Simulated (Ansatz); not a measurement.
# Tunnelling from Li(110) to Li(110): the current at the widest gap

Three vacuum gaps between Li(110) and Li(110) are known. What current density flows at 0.25 V across 6.5 Å?

How it was computed: Ansatz 0.2.0, plane waves with PAW datasets, LDA; a slab with two metal leads whose outer parts are reservoirs, with density and current solved under bias (Landauer, 300 K). The gap is counted from plane to plane of nuclei, and atoms stay on ideal sites.

Results; the value marked ? is to be predicted:

| gap (Å) | drop between the leads' cuts at 0.25 V (V) | current density at 0.25 V (A/m²) |
| --- | --- | --- |
| 3.5 | 0.0975 | 1.41×10¹⁴ |
| 4.5 | 0.179 | 7.40×10¹³ |
| 5.5 | 0.215 | 3.65×10¹³ |
| 6.5 | 0.234 | ? |

Worked fit:

Tunnelling falls as exp(−βd). From 3.5 to 4.5 Å, β = ln(1.41×10¹⁴/7.40×10¹³)/1 = 0.642 Å⁻¹, and from 4.5 to 5.5 Å it is 0.706 Å⁻¹; the slope still steepens as the gap leaves contact, so the wider pair is taken. Then 3.65×10¹³ × exp(−0.706 × 1). Predicted: 1.80×10¹³ A/m².

Check against the run:

1.52×10¹³ A/m², so the prediction is 19 % too high. The last step has β = 0.878 Å⁻¹, an apparent barrier ħ²β²/8m of 0.73 eV: the decay of this current is still steepening. The conductances at 0 V give β = 0.705 and 0.895 Å⁻¹ for the last two steps.

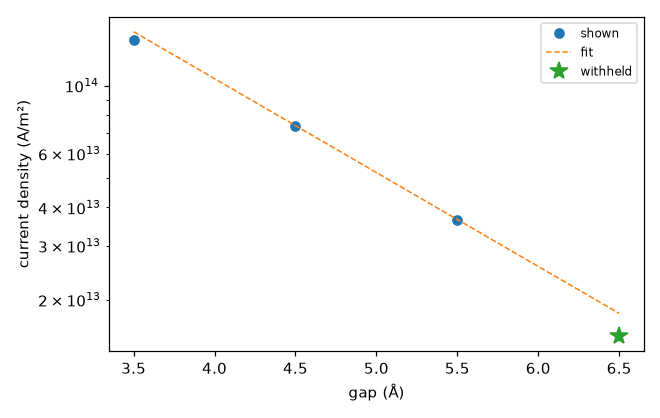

Current density against the gap.

Caveats: On every other k-point the currents of these runs, at any bias, move by up to 5.0 %. A semilocal functional lacks the image potential's tail.
